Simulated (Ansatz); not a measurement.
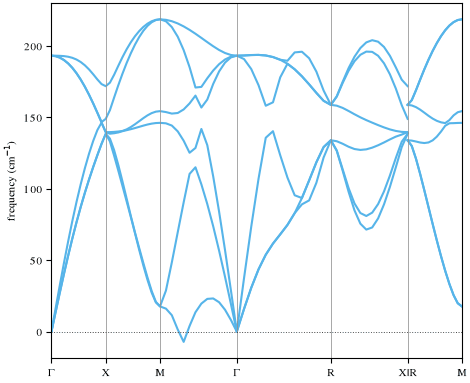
Figure: Phonon dispersion of ZnCu (CsCl type, Pm-3m), DFT-PBE in the program Ansatz with PAW potentials; imaginary frequencies are drawn negative

**Question.** Is this phase dynamically stable?

**Answer.** Yes, on this path no branch is imaginary.

**Question.** How high does the spectrum reach?

**Answer.** About 220 cm⁻¹ (6.6 THz).

The PBE relaxation kept the symmetry of its start. The run is not spin-polarised. As this level gives no gap, phonon frequencies hold no LO–TO term and depend on the k-mesh and smearing (Fermi–Dirac, 0.1 eV here).

Potentials: the later of the program's two PAW sets.
